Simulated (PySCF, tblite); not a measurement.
# C5H6NO2S radical: geometry, infrared bands and EPR parameters

Aim: predict the infrared bands and EPR parameters of C5H6NO2S radical (`CS(=O)(=O)C/[C]=C/C#N`).

The runs use tblite 0.8.0 and PySCF 2.14.0, with density-fitted response routines of our own; the level of theory stands in each step. All values are computed, except where a source is named. Atoms count from 0, in the outputs and in this text.

### Step 1. Starting geometry

15 atoms, charge 0, multiplicity 2; geometry from: force field or distance geometry start.

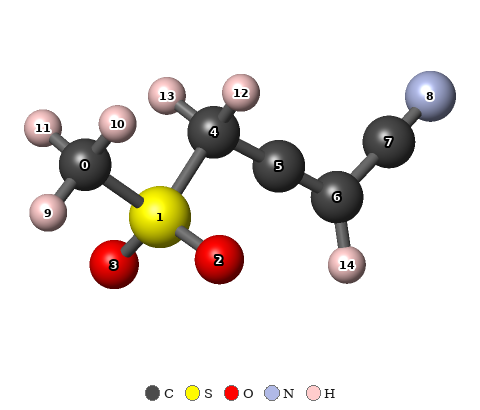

The starting geometry (carbon dark grey, sulfur yellow, oxygen red, nitrogen light blue, hydrogen pink), atoms numbered.

### Step 2. Optimising the geometry with GFN2-xTB

What the job is given:

```
{"job": {"kind": "relax", "xc": "GFN2-xTB", "basis": "xTB"}, "charge": 0, "multiplicity": 2}
C     -2.573700     0.455000    -0.582700
S     -1.265600     0.054700     0.521600
O     -1.153800     1.125000     1.501200
O     -1.469500    -1.312000     0.955600
C      0.176900     0.102100    -0.531700
C      1.365400    -0.219000     0.252900
C      2.421400    -0.501300     0.962700
C      3.700000    -0.523100     0.348900
N      4.739400    -0.549300    -0.166500
H     -3.521600     0.450600    -0.013500
H     -2.404700     1.450000    -0.996800
H     -2.623100    -0.294100    -1.373400
H      0.236200     1.111600    -0.951000
H      0.028800    -0.625600    -1.342000
H      2.339400    -0.716600     2.025800
```

Run with:

```sh
$ OMP_NUM_THREADS=1 python probes_run.py task.json out
```

This one command runs all jobs of the session in turn.

**Question.** This job is followed by: GFN2-xTB harmonic vibrations, gas phase; UKS B3LYP, pcH-1 on C H N O S, non-relativistic, mean-field spin-orbit, GIAO. What will the session give for the following? strongest single infrared mode (GFN2-xTB); zero-point energy (GFN2-xTB); g(iso) (B3LYP); ⟨S²⟩; largest a(iso) (averaged by class); potential on the surface of density 0.002 e/bohr³, 1st and 99th percentile.

**Answer**, as computed:

| quantity | value |
| --- | --- |
| strongest single infrared mode (GFN2-xTB) | 1260 cm⁻¹, 501 km/mol |
| zero-point energy (GFN2-xTB) | 61.9 kcal/mol |
| g(iso) (B3LYP) | 2.00261 |
| ⟨S²⟩ | 0.763 (exact 0.75) |
| largest a(iso) (averaged by class) | 13C on C5, 281.6 MHz |
| potential on the surface of density 0.002 e/bohr³, 1st and 99th percentile | -1.81 V and 2.19 V |

**Reading.** The optimisation took 79 steps and gained 0.420 eV; among the close pairs (by a distance rule), S1–C4 changed most, from 1.787 to 1.908 Å. The lowest mode is slightly imaginary (6i cm⁻¹), a soft motion within the noise of the Hessian, so the minimum is not strictly shown. The strongest single mode, at 1260 cm⁻¹, has its largest shares on S1, O3 and O2 (the list is cut at 3 atoms). GFN2-xTB is a fitted tight-binding method: band positions and strengths are rough. Its intensities can rank the bands wrongly. C5 carries the largest spin population, 0.95 e. The isotropic g lies 0.3 ppt above the free-electron value. These values are for one conformer; the search (at its own cheap level) found 2 more, at 0.00, 2.79 kcal/mol (those within 0.05 may be mirror or relabelled copies), and measured spectra average over such forms.
